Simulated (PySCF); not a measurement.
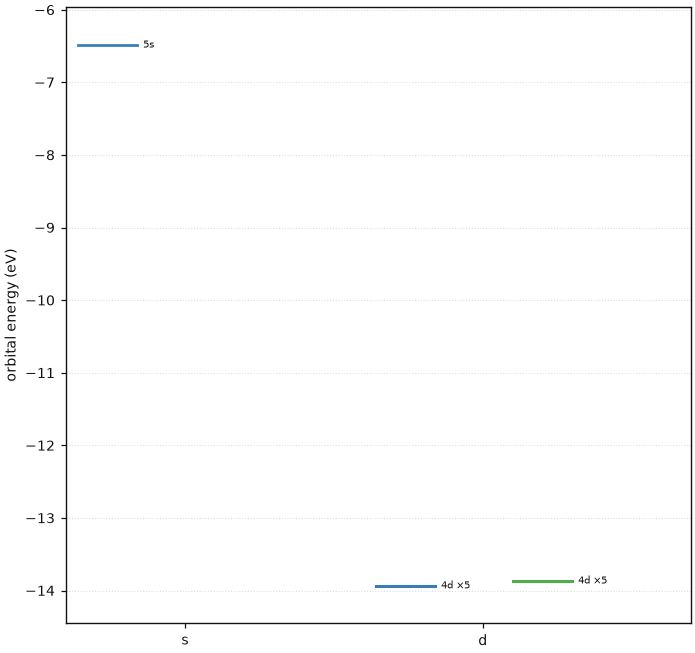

Orbital energies of the mean field, from the top down to −13.9 eV, by angular momentum, α spin at the left of each column and β at the right; ×n counts the orbitals under one label. The highest filled orbital is 5s α at −6.49 eV, the lowest empty one s β at 0.243 eV.

## Ag: atomic calculation

System: Ag, configuration 1s2 2s2 2p6 3s2 3p6 3d10 4s2 4p6 4d10 5s1, multiplicity 2.
Method: unrestricted HF, def2-QZVPPD with ECP28, scalar-relativistic core potential (PySCF).

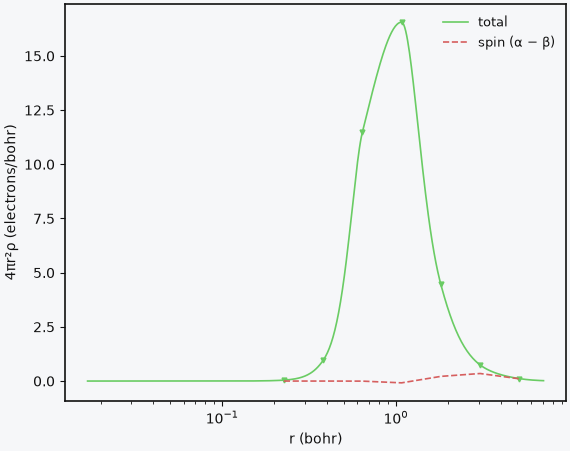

Spherically averaged radial density 4πr²ρ of the mean field (valence electrons alone, under a core potential) and its spin part; markers are the stored points, which are sparse, and the line is a monotone interpolation between them. The largest stored value is 16.6 electrons/bohr at r = 1.1 bohr. Root-mean-square radii of the shells: 4s 0.983, 4p 1.08, 4d 1.53, 5s 3.72 bohr.

Input and output of the run follow.

Input:
```python
from pyscf import gto, scf, dft, mp, cc
mol = gto.M(atom="Ag 0 0 0", charge=0, spin=1, symmetry="D2h",
            basis="def2-QZVPPD",
            ecp="def2-QZVPPD")
mf = scf.UHF(mol)
mf.irrep_nelec = {'Ag': (4, 3), 'B1g': (1, 1), 'B2g': (1, 1), 'B3g': (1, 1), 'B1u': (1, 1), 'B2u': (1, 1), 'B3u': (1, 1)}
mf.kernel()
```

The script is an equivalent of what the driver set up; the driver started from orbitals of its own, so the log can be shorter than this script's would be, and it computed the properties (radii, ⟨L²⟩, response) afterwards. It held the occupations shell by shell, which the script's counts by irreducible representation don't always enforce.

Output (extracts):
```
damping factor = 0
level_shift factor = 0
DIIS = <class 'pyscf.scf.diis.CDIIS'>
diis_start_cycle = 1
diis_space = 10
diis_damp = 0
SCF conv_tol = 1e-09
SCF conv_tol_grad = None
number electrons alpha = 10  beta = 9
cycle= 1 E= -146.118089265272  delta_E= -9.51e-10  |g|= 1.11e-05  |ddm|= 0.000195
converged SCF energy = -146.118089265272  <S^2> = 0.75187809  2S+1 = 2.0018772
```

Results in brief:

```tsv
quantity	value
outcome	converged
total energy (valence electrons, under a core potential)	−146.118089 hartree
⟨S²⟩	0.752
SCF iterations	1
hardware	1 CPU thread, shared host
CPU time	1.6 s (integrals apart)
```
